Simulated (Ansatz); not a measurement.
Input file:

```
crystal:
  periodic: [false, false, false]
  atoms:
    - {symbol: Al, position_ang: [0.837462, 1.103601, 0.270295]}
    - {symbol: Al, position_ang: [-1.697438, 1.180022, 0.441000]}
    - {symbol: Al, position_ang: [-0.837421, -1.103817, -0.269551]}
    - {symbol: Al, position_ang: [1.697396, -1.179806, -0.441743]}
basis:
  gaussian: {orbitals: def2-TZVP, initial_orbitals: start.molden}
magnetization: {spin_polarized: true, initial_magnetization: 2}
hamiltonian: {xc: pbe0, dispersion: d4}
scf: {omitted_lower_state_checks: [starts]}
output: {orbitals: {seedname: orbitals}}
```

Launched as:

```sh
ansatz run in.yaml --threads 4 --pin off --events-out ev --progress --plain --max-ram 3916MiB
```

Geometry: r2SCAN-D4/def2-TZVP.

These are results of Ansatz, UKS PBE0-D4/def2-TZVP, not measurements.

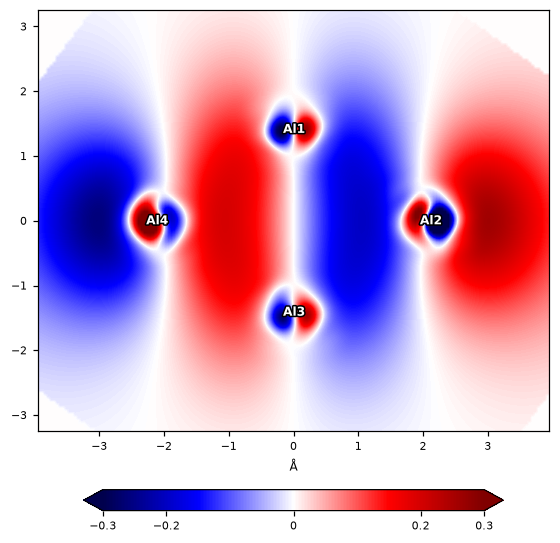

Al4 (triplet). One frontier orbital on the molecular plane (values in Å⁻³ᐟ²; the overall sign is arbitrary).

> Which orbital is it: HOMO (α) or LUMO (α)?

The LUMO (α), at −3.17 eV. Its weight (Hirshfeld) is mainly on Al2 (about 40 %), Al4 (about 40 %), Al1 (about 10 %) and Al3 (about 10 %); it is symmetric in the molecular plane (an in-plane orbital: σ, lone-pair or in-plane π type); it is ungerade (odd under inversion).
